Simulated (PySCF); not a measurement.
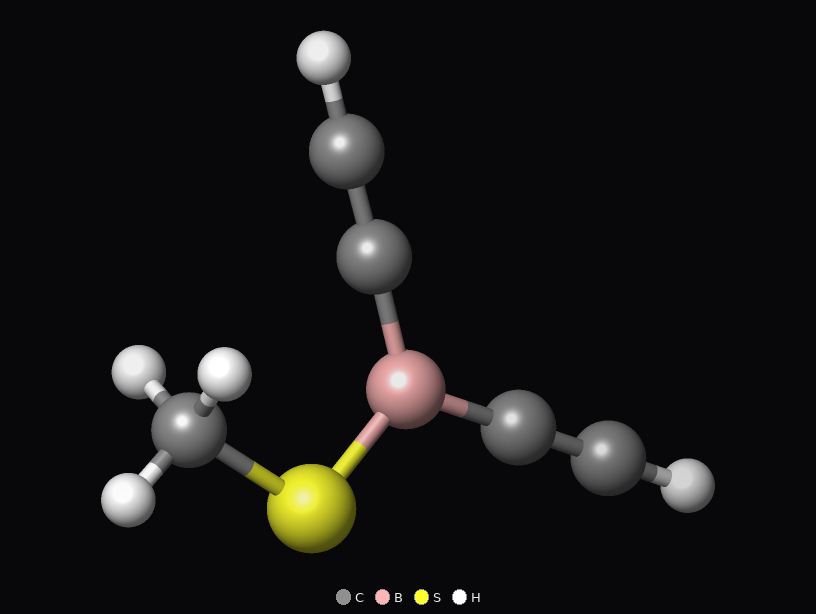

The picture shows a molecular structure as a ball-and-stick model. Every bond is drawn as one stick, whatever its order.

The computed structure is the end point of a PBE0-D3(BJ)/def2-SVP optimisation. No frequency run is at hand to confirm it as a minimum.

**Give the formula.**

C₅H₅BS, 12 atoms: 5 carbon, 5 hydrogen, 1 boron and 1 sulfur.

**Give a SMILES string for it.**

C#CB(C#C)SC

**Name some functional groups or characteristic bonds that it holds.**

Among them: alkyne.

The parts below concern this one geometry. Atoms keep their numbers from picture to picture.

## Shape

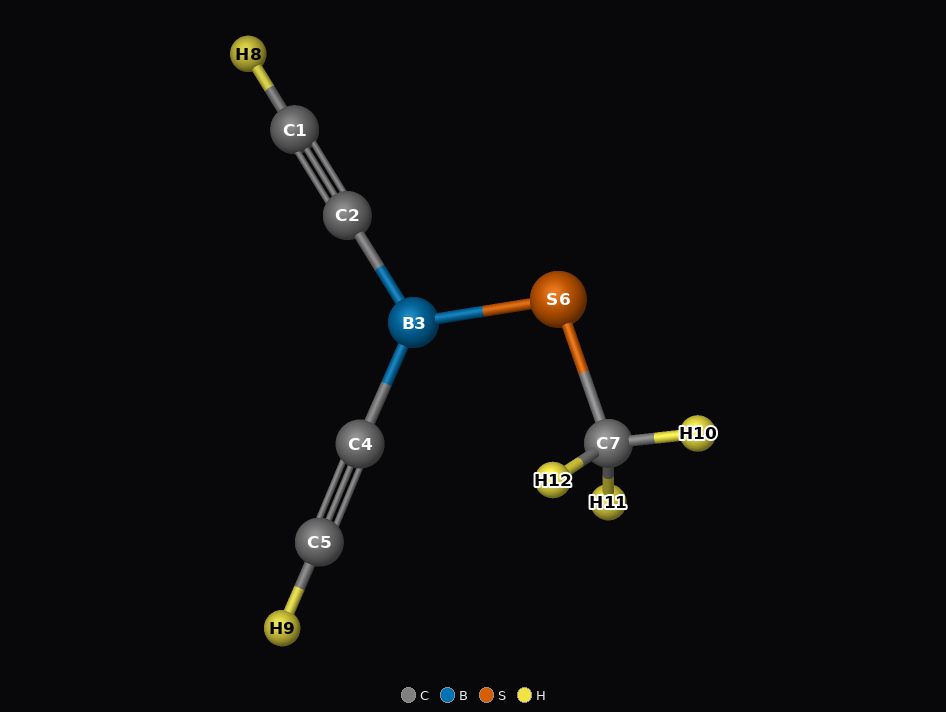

No frequency run is at hand to confirm it as a minimum.

**What is the geometry at B3?**

B3 has 3 neighbours (C2 at 1.52, C4 at 1.52, S6 at 1.79 Å); the arrangement is trigonal planar.

**What is the geometry at C1?**

C1 has 2 neighbours (C2 at 1.22, H8 at 1.08 Å); the arrangement is linear.

**What is the geometry at C4?**

C4 has 2 neighbours (B3 at 1.52, C5 at 1.22 Å); the arrangement is linear.

**Describe the coordination of atom 7.**

C7 has 4 neighbours (S6 at 1.81, H10 at 1.10, H11 at 1.10, H12 at 1.10 Å); the arrangement is tetrahedral.

**What is the dihedral angle C2–B3–S6–C7?**

180° in size, that is anti.

## Levels of theory compared

No frequency run is at hand to confirm it as a minimum. Program: PySCF 2.14.0.

At this fixed geometry, give HOMO energy (eV), HOMO–LUMO gap (eV) at these levels: B97-2/pcSseg-1; BP86/pcSseg-1; LC-wPBE/pcSseg-1; PBE0/6-311+G(2d,p); PBE0/6-31G; PBE0/6-31G*; PBE0/STO-3G; PBE0/cc-pVDZ; PBE0/cc-pVTZ; PBE0/def2-SVP; PBE0/def2-TZVP; PBE0/pcSseg-2.

| level | HOMO energy (eV) | HOMO–LUMO gap (eV) |
| --- | --- | --- |
| B97-2/pcSseg-1 | −7.21 | 5.05 |
| BP86/pcSseg-1 | −6.45 | 3.43 |
| LC-wPBE/pcSseg-1 | −10.05 | 9.93 |
| PBE0/6-311+G(2d,p) | −7.41 | 5.22 |
| PBE0/6-31G | −7.29 | 5.41 |
| PBE0/6-31G* | −7.21 | 5.34 |
| PBE0/STO-3G | −4.88 | 5.79 |
| PBE0/cc-pVDZ | −7.30 | 5.31 |
| PBE0/cc-pVTZ | −7.39 | 5.27 |
| PBE0/def2-SVP | −7.34 | 5.31 |
| PBE0/def2-TZVP | −7.40 | 5.25 |
| PBE0/pcSseg-2 | −7.43 | 5.25 |

## Dipole moment

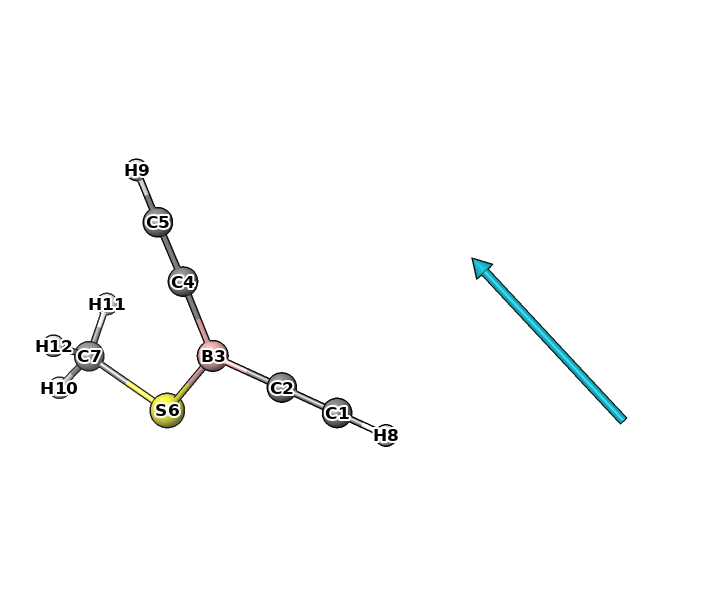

The arrow beside the molecule shows the direction of the dipole moment, from the negative to the positive end (its length means nothing). No frequency run is at hand to confirm it as a minimum. Method: B97-2/pcSseg-1, gas phase (PySCF 2.14.0).

**Estimate the dipole moment.**

1.65 D; it points from the side of H8 to the side of H9 (the outermost atoms at the two ends).

## NMR shielding

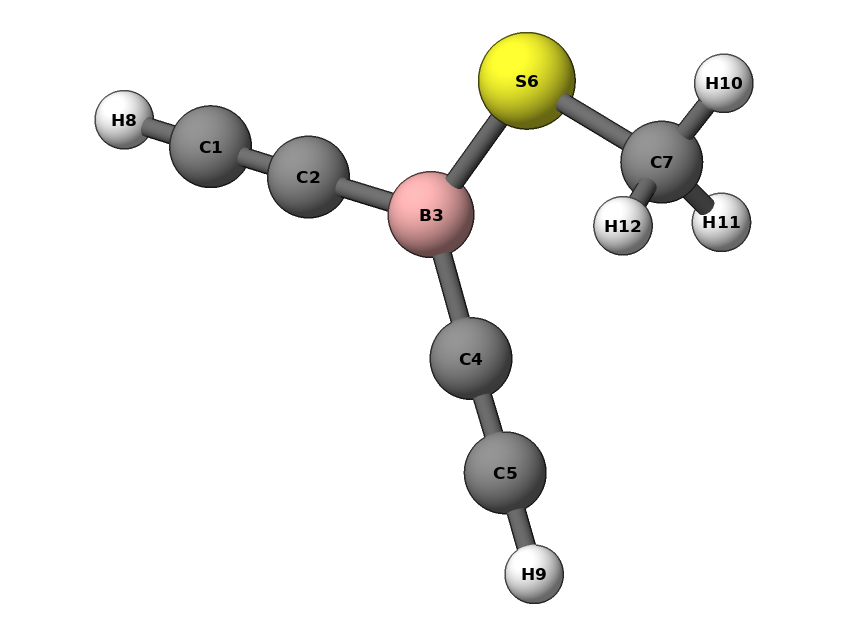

No frequency run is at hand to confirm it as a minimum. Properties computed with GIAO PBE0/pcSseg-2 NMR shielding, non-relativistic, gas phase (PySCF 2.14.0). Principal shieldings σ11 ≤ σ22 ≤ σ33, span Ω = σ33 − σ11, skew κ = 3(σiso − σ22)/Ω.

Give the shielding tensors of the B atoms.

```tsv
atom	σ11	σ22	σ33	σiso	Ω	κ
B3	−12.0	58.8	116.7	54.5	128.7	−0.10
```

Shieldings and span in ppm.

## Charges

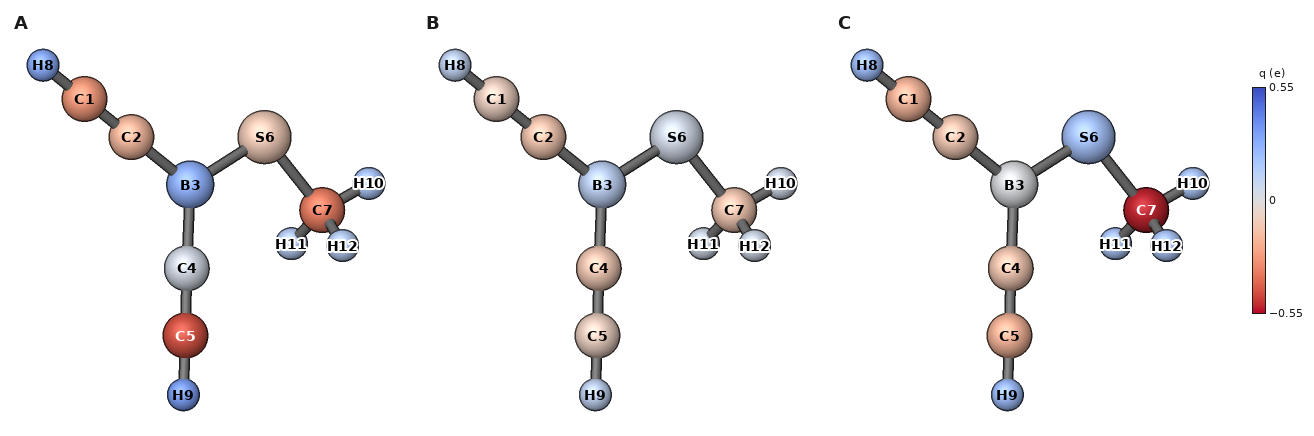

Atomic charges of one calculation by 3 schemes, on one colour scale. No frequency run is at hand to confirm it as a minimum. Method: PBE0/IGLO-III (PySCF 2.14.0).

**The schemes are ESP-fitted, Hirshfeld, IAO. Which panel shows which?**

A ESP-fitted, B Hirshfeld, C IAO.

List the charges (e), one line for each set of equivalent atoms.

| atom | ESP-fitted | Hirshfeld | IAO |
| --- | --- | --- | --- |
| C1 | −0.27 | −0.08 | −0.18 |
| C2 | −0.17 | −0.13 | −0.12 |
| B3 | 0.26 | 0.11 | 0.01 |
| C4 | 0.04 | −0.11 | −0.12 |
| C5 | −0.44 | −0.07 | −0.19 |
| S6 | −0.11 | 0.04 | 0.19 |
| C7 | −0.34 | −0.12 | −0.52 |
| H8 | 0.28 | 0.10 | 0.21 |
| H9 | 0.32 | 0.10 | 0.21 |
| H10 | 0.17 | 0.05 | 0.17 |
| H11, H12 | 0.13 | 0.05 | 0.17 |
